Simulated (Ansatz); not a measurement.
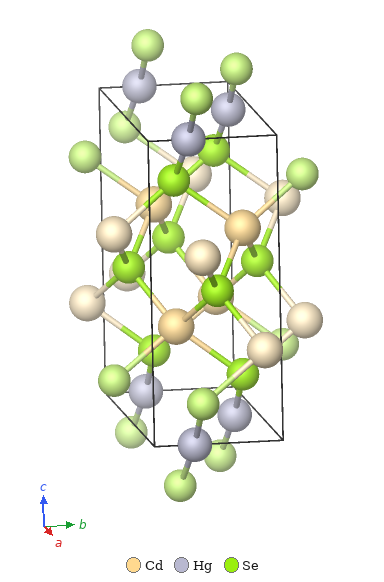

View slightly off an axis, drawn as a ball-and-stick model. Lines trace the edges of the conventional unit cell. Atoms outside the box are added where they are bonded to one inside, in fainter colours.

Cd2HgSe3, space group C2 (No. 5), a = 7.613 Å, b = 4.288 Å, c = 10.049 Å, α = 90.00°, β = 95.76°, γ = 90.00°. Its origin is a structure type filled with these elements by a generator (whether the compound takes this form wasn't checked). Earlier steps of the study, as a rule a relaxation of our own, may have changed the cell and positions, so they can lie some per cent off the listed ones. A calculation with Ansatz used it as input.

This one geometry was computed with Ansatz (DFT, plane waves, PAW) at three levels of theory: PBE with spin-orbit coupling, r2SCAN and PBE.

### Which level gives the highest pressure at this volume, and what does that say about its equilibrium volume?

Highest: PBE with spin-orbit coupling (-0.2 GPa) and PBE (0.0 GPa), which points to the largest equilibrium volume. Lowest, with the smallest volume: r2SCAN (-1.7 GPa). Levels within 0.5 GPa of each other can't be told apart.

### How does the band gap change with the level of theory?

PBE with spin-orbit coupling: a gap of 0.64 eV, indirect; PBE: a gap of 0.66 eV, indirect; r2SCAN: a gap of 0.97 eV, indirect.

### Collect the results in a table.

| level | cutoff (eV) | k-mesh of the run's cell | gap (eV) | pressure (GPa) |
| --- | --- | --- | --- | --- |
| PBE with spin-orbit coupling | 420 | 8×8×4 | 0.64 | -0.2 |
| r2SCAN | 500 | 8×8×4 | 0.97 | -1.7 |
| PBE | 420 | 8×8×4 | 0.66 | 0.0 |

Gaps are taken on the k-mesh or band path of each run.
